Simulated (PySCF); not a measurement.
Geometry relaxation, with input and output: C5H5Al

- system: C5H5Al, SMILES C#[C][Al]([CH3])[C]#C
- method: PBE0-D3(BJ)/def2-SVP geometry optimisation, gas phase (PySCF 2.14.0)

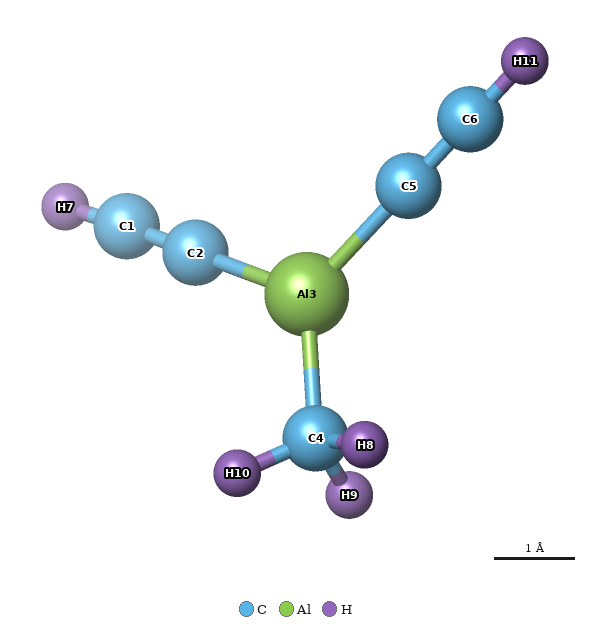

**Figure 1.** The structure as given in the input (ball-and-stick view, seen at a tilt; atoms are numbered from 1 in the order of the input). Sticks mark near contacts.

Summary:

```json
{"quantity": "outcome", "value": "converged"}
{"quantity": "total energy", "value": "−435.292058 hartree"}
{"quantity": "dipole moment", "value": "0.18 D"}
{"quantity": "point group", "value": "C1"}
{"quantity": "hardware", "value": "1 CPU thread, shared host"}
{"quantity": "wall time", "value": "26 s"}
{"quantity": "peak memory", "value": "0.46 GiB"}
```

Input:
```
{"job": {"xc": "PBE0", "basis": "def2-SVP", "d3": "d3bj", "grid": 1, "shake": 0.01, "kind": "geom"}, "charge": 0, "multiplicity": 1}
C      1.706450     2.582800     0.409670
C      1.033220     1.597630     0.212380
Al    -0.043440    -0.002370    -0.103100
C     -1.963910     0.118780    -0.295690
C      0.882420    -1.725580    -0.213950
C      1.445620    -2.784090    -0.269010
H      2.261750     3.481480     0.573110
H     -2.462560    -0.853190    -0.157650
H     -2.304720     0.480420    -1.261880
H     -2.449360     0.802350     0.442730
H      1.932630    -3.724070    -0.312360
```

The first line tells a small driver script what to run in PySCF; the rest is the geometry in Å.

Run as:
```bash
OMP_NUM_THREADS=1 python <driver script> task.json out
```

Output:
```
step   0  E = -435.28834666  max force = 0.053508
step   1  E = -435.29166836  max force = 0.003985
step   2  E = -435.29187274  max force = 0.001588
step   3  E = -435.29199676  max force = 0.002307
step   4  E = -435.29204821  max force = 0.001237
step   5  E = -435.29205806  max force = 0.000407
optimisation converged
```

Trajectory as extended XYZ (Å, eV, eV/Å), 6 frames, from step=0 to step=5:
```
11
Properties=species:S:1:pos:R:3:forces:R:3 step=0 energy=-11844.79923
C     1.7065    2.5828    0.4097    0.4325   0.8878   0.1316
C     1.0332    1.5976    0.2124   -1.0057  -1.7060  -0.3107
Al   -0.0434   -0.0024   -0.1031    0.7211  -0.0391   0.0428
C    -1.9639    0.1188   -0.2957   -0.5593   0.0315   0.8549
C     0.8824   -1.7256   -0.2140   -1.3963   2.7515   0.1616
C     1.4456   -2.7841   -0.2690    0.7206  -1.4449  -0.0683
H     2.2618    3.4815    0.5731    0.2122   0.2007   0.0631
H    -2.4626   -0.8532   -0.1577    0.1128  -0.1434  -0.0032
H    -2.3047    0.4804   -1.2619    0.0333   0.2327  -0.6197
H    -2.4494    0.8024    0.4427    0.3966  -0.1785  -0.2129
H     1.9326   -3.7241   -0.3124    0.3321  -0.5923  -0.0393
11
Properties=species:S:1:pos:R:3:forces:R:3 step=1 energy=-11844.88962
C     1.7541    2.4602    0.3084   -0.0412  -0.0693  -0.0493
C     1.0755    1.4645    0.1031   -0.0073   0.1413   0.0583
Al   -0.0695   -0.0469   -0.1270   -0.0004  -0.0077  -0.0159
C    -1.9918    0.2071   -0.2383    0.0404  -0.0334  -0.1904
C     0.8067   -1.7396   -0.1920    0.0559  -0.2049  -0.0407
C     1.3822   -2.8176   -0.2422   -0.0640   0.0728   0.0178
H     2.3546    3.3353    0.4821    0.0324   0.0226   0.0076
H    -2.5913   -0.6931   -0.0404    0.0409  -0.0522   0.0359
H    -2.2956    0.5868   -1.2314    0.0746  -0.0198   0.0411
H    -2.2754    0.9841    0.4823   -0.1243   0.1291   0.1401
H     1.8892   -3.7668   -0.2810   -0.0070   0.0217  -0.0046
11
Properties=species:S:1:pos:R:3:forces:R:3 step=2 energy=-11844.89518
C     1.7505    2.4767    0.3081    0.0153  -0.0010  -0.0310
C     1.0727    1.4789    0.1131   -0.0461   0.0137   0.0425
Al   -0.0638   -0.0445   -0.1134    0.0816   0.0045  -0.0141
C    -1.9840    0.2070   -0.2364   -0.0251   0.0466   0.0413
C     0.8052   -1.7468   -0.1899   -0.0284   0.0014  -0.0199
C     1.3709   -2.8283   -0.2462   -0.0193  -0.0034   0.0105
H     2.3541    3.3525    0.4732    0.0009  -0.0058   0.0013
H    -2.5700   -0.7045   -0.0457    0.0214  -0.0196   0.0073
H    -2.2725    0.5821   -1.2338    0.0288  -0.0027  -0.0053
H    -2.2945    0.9817    0.4863   -0.0307  -0.0346  -0.0283
H     1.8703   -3.7807   -0.2917    0.0015   0.0010  -0.0043
11
Properties=species:S:1:pos:R:3:forces:R:3 step=3 energy=-11844.89855
C     1.7591    2.4937    0.3093    0.0358   0.0183  -0.0212
C     1.0751    1.4976    0.1294   -0.0505  -0.0310   0.0344
Al   -0.0571   -0.0302   -0.0944    0.0695   0.0180  -0.0177
C    -1.9786    0.1989   -0.2333   -0.0319   0.0391   0.1186
C     0.7996   -1.7386   -0.1861   -0.0323   0.0685  -0.0020
C     1.3511   -2.8263   -0.2505    0.0053  -0.0429   0.0027
H     2.3711    3.3663    0.4614   -0.0119  -0.0094   0.0011
H    -2.5397   -0.7313   -0.0548    0.0079   0.0015  -0.0184
H    -2.2506    0.5663   -1.2371   -0.0097   0.0031  -0.0293
H    -2.3300    0.9616    0.4850    0.0140  -0.0569  -0.0656
H     1.8389   -3.7839   -0.3051    0.0037  -0.0083  -0.0026
11
Properties=species:S:1:pos:R:3:forces:R:3 step=4 energy=-11844.89996
C     1.7689    2.5066    0.3118    0.0235   0.0026  -0.0173
C     1.0780    1.5131    0.1443   -0.0247  -0.0151   0.0269
Al   -0.0506   -0.0150   -0.0821    0.0163   0.0041  -0.0114
C    -1.9751    0.1903   -0.2304   -0.0047   0.0100   0.0636
C     0.7966   -1.7270   -0.1841    0.0022   0.0432   0.0028
C     1.3345   -2.8215   -0.2537   -0.0019  -0.0235  -0.0008
H     2.3871    3.3763    0.4539   -0.0093  -0.0005   0.0035
H    -2.5135   -0.7556   -0.0644   -0.0025   0.0030  -0.0183
H    -2.2387    0.5514   -1.2392   -0.0182   0.0006  -0.0168
H    -2.3591    0.9401    0.4820    0.0179  -0.0201  -0.0319
H     1.8105   -3.7847   -0.3144    0.0014  -0.0043  -0.0003
11
Properties=species:S:1:pos:R:3:forces:R:3 step=5 energy=-11844.90022
C     1.7720    2.5102    0.3139    0.0122  -0.0034  -0.0138
C     1.0786    1.5177    0.1505   -0.0104   0.0004   0.0209
Al   -0.0482   -0.0100   -0.0802   -0.0074  -0.0041  -0.0061
C    -1.9739    0.1867   -0.2300    0.0061  -0.0033   0.0080
C     0.7978   -1.7218   -0.1844    0.0179   0.0139   0.0004
C     1.3303   -2.8192   -0.2547   -0.0088  -0.0073  -0.0005
H     2.3906    3.3798    0.4534   -0.0048   0.0020   0.0038
H    -2.5059   -0.7635   -0.0694   -0.0031   0.0015  -0.0066
H    -2.2381    0.5468   -1.2398   -0.0088  -0.0004  -0.0026
H    -2.3656    0.9324    0.4808    0.0065   0.0009  -0.0039
H     1.8012   -3.7850   -0.3164    0.0007  -0.0001   0.0004
```

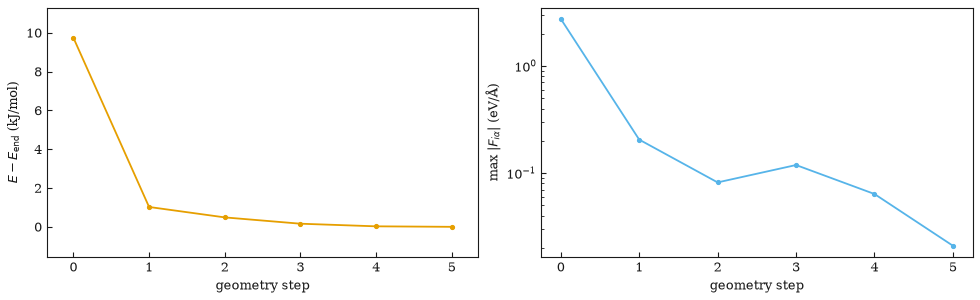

**Figure 2.** Progress of the relaxation, step by step (steps are counted from 0).

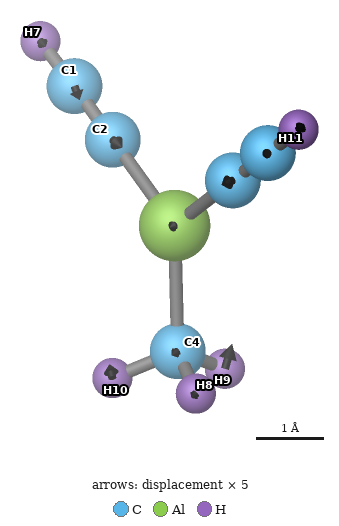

**Figure 3.** The starting structure with the displacements as black arrows, magnified 5 times (ball-and-stick view, seen at a tilt). The two geometries are laid on each other by the best rigid fit. After 5 geometry steps the energy has fallen by 9.74 kJ/mol. Largest force component: 2.8 eV/Å at the start, 0.021 eV/Å at the end. The atom that moves furthest after the best rigid fit is H9 (0.078 Å). Largest moves by element: H 0.078 Å, C 0.050 Å, Al 0.024 Å. Among the contacts that change: Al3–C5 1.959 → 1.912 Å, C2–Al3 1.954 → 1.912 Å, C5–C6 1.200 → 1.222 Å, C4–H9 1.086 → 1.104 Å. Among the angles that change: Al3–C4–H9 114.9° → 109.9°, H8–C4–H10 105.1° → 108.5°, H9–C4–H10 104.3° → 106.5°. (Atoms are counted from 1 in the order of the input.)
